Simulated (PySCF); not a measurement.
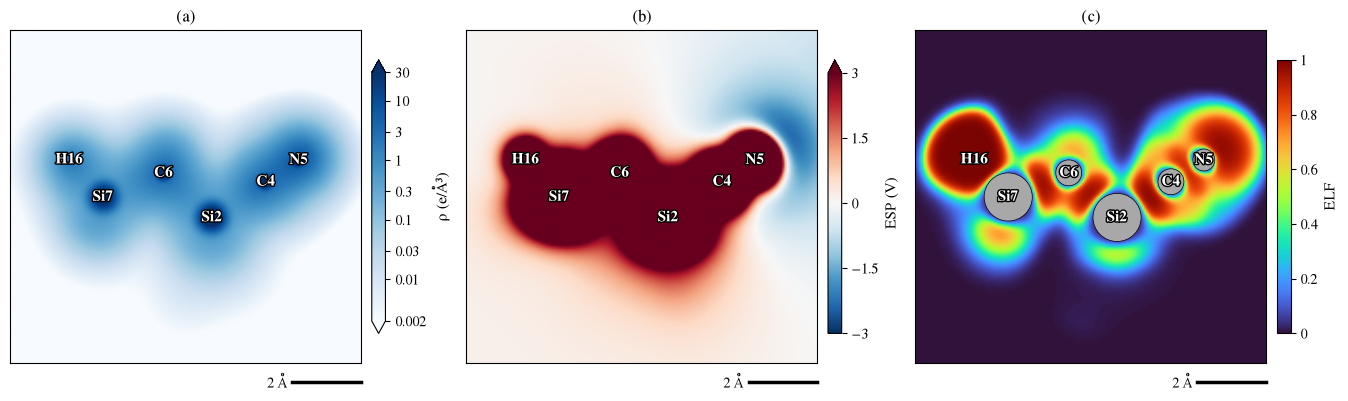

C$_{3}$H$_{11}$NSi$_{3}$. (a) total electron density; (b) electrostatic potential; (c) ELF on the plane of atoms C4, Si2 and C6. Grey discs cover the atomic cores in the ELF map.

Geometry: GFN2-xTB.

The calculation used PBE0/pcSseg-1, SCF density, gas phase, non-relativistic in PySCF 2.14.0.

Input

```
{"job": {"kind": "nmr", "xc": "PBE0", "basis": "pcSseg-1"}, "charge": 0, "multiplicity": 1}
C      0.053272     0.574288     1.972210
Si    -0.558607     0.492260     0.167793
Si    -2.029010    -1.255164    -0.253260
C     -1.445614     2.130254    -0.090648
N     -2.005232     3.114710    -0.271248
C      0.931370     0.587474    -1.027859
Si     2.160309    -0.858847    -0.919461
H      0.588306    -0.333571     2.236244
H      0.726479     1.411979     2.134941
H     -0.776236     0.681467     2.665839
H     -1.538012    -2.506791     0.332345
H     -2.197557    -1.486279    -1.690562
H     -3.359334    -1.012295     0.309802
H      0.552688     0.642032    -2.049926
H      1.472016     1.520347    -0.860229
H      3.212204    -0.689955    -1.924338
H      1.436270    -2.111613    -1.156418
H      2.767929    -0.893981     0.413120
```

Launched as:

```sh
OMP_NUM_THREADS=1 python probes_run.py task.json out
```

Describe what can be read from this map.

- Atoms in the plane: Si, C, N and H.
- C–N (1.15 Å): ρ is about 3.6 e/Å³ halfway; the ELF peaks at about 0.85 between the atoms; a short, multiple covalent bond.
- C–Si (1.88 Å): ρ at the midpoint is about 0.86 e/Å³; the ELF peaks at about 1 between the atoms; localised, covalent bonding.
- Si–H (1.46 Å): ρ is about 0.81 e/Å³ halfway; the ELF climbs to about 1 towards the hydrogen, as it does in any bond to H.
- The ELF also peaks beside N5, away from the bonds: lone-pair regions.
- Outside the dense part of the molecule the potential is most negative (−2.3 V) near N5.
